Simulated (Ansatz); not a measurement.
Base system: CdTe in the zinc blende structure (space group F-43m, No. 216; a = 6.6180 Å).

One thing is altered: hydrostatic tension (pressure −1 GPa).

Method: Ansatz (a first-principles code) PBE, without spin-orbit coupling.

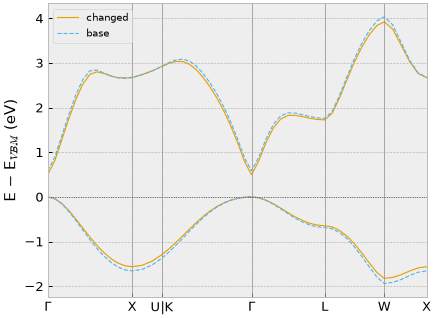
*Highest valence and lowest conduction band along the path, each from its own valence-band maximum*

Task: From the figure, how large is the changed gap, and is it direct?

Result: About 0.5 eV, direct at Γ.

Spin-orbit coupling, missing from the scalar runs, can matter with Te. Load acts through the strain it causes; cell and atoms are relaxed under it. Whether these cells are dynamically stable was not tested.
